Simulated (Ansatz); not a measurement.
Fields on a plane of Ge (diamond)

```
Ge
1.0
    0.00000     2.88111     2.88111
    2.88111     0.00000     2.88111
    2.88111     2.88111     0.00000
Ge
2
Direct
  0.50000   0.50000   0.50000
  0.75000   0.75000   0.75000
```

The slice is a {100} plane (indices of the conventional cell) through the point (0.500, 0.500, 0.500) (fractional), spanned by u = [100] and v = [0 1 -1] in vectors of this cell: u (4.07 Å) and v (4.07 Å, at 90° to u). It covers one period; positions are fractions (u, v).

Atoms on it: Ge at (0.00, 0.00).

These are PBE (plane waves to 420 eV, PAW, scalar-relativistic; Ansatz, a quantum-chemistry and plane-wave program) values and carry that method's errors. k mesh 14×14×14. Near the nuclei the fields are pseudised (PAW); where an atom keeps semicore shells as valence, they peak there. Ge was relaxed with its symmetry unable to fall. The PAW data are Ansatz's earlier set.

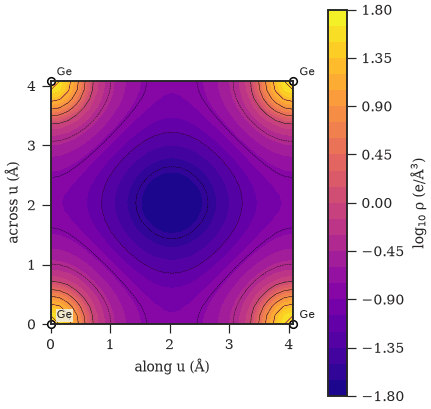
Log₁₀ of the valence density in e/Å³, one period of the plane, atoms marked. The scale is logarithmic, as a density can span decades between atoms and voids.

```
|xxxxxxx024667777766420xxxxxx|
|xxxxxxx025677777776520xxxxxx|
|xxxxxxx035777777777530xxxxxx|
|xxxxxx02567788888776520xxxxx|
|xxxxx0146788888888876410xxxx|
|xxxx013578888888888875310xxx|
|0000245778899999998877542000|
|1223567788999999999887765322|
|4455678889999999999988876554|
|6667788899999999999998887766|
|6677788999999999999999887776|
|7777888999999999999999888777|
|7777888999999999999999888777|
|7777888999999999999999888777|
|7777888999999999999999888777|
|7777888999999999999999888777|
|6677788999999999999999887776|
|6667788899999999999998887766|
|4455678889999999999988876554|
|1223567788999999999887765322|
|0000245778899999998877542000|
|xxxx013578888888888875310xxx|
|xxxxx0146788888888876410xxxx|
|xxxxxx02567788888776520xxxxx|
|xxxxxxx035777777777530xxxxxx|
|xxxxxxx025677777776520xxxxxx|
|xxxxxxx024667777766420xxxxxx|
|xxxxxxx024667777766420xxxxxx|
```
Scale: ten equal steps from -2.00 (start of '0') to 6.13 (end of '9'), in the order '0123456789'. Values: electrostatic potential energy of an electron, from the cell's mean, in eV. The map has 28 points along u (one character each, u = 0 at the left) and 28 along v (v = 0 in the bottom row). Points within 1 Å of a nucleus are blanked (x), as the pseudised field means little there. Values under -2 eV are set to -2. The zero, the cell's mean, hangs on the PAW cores.
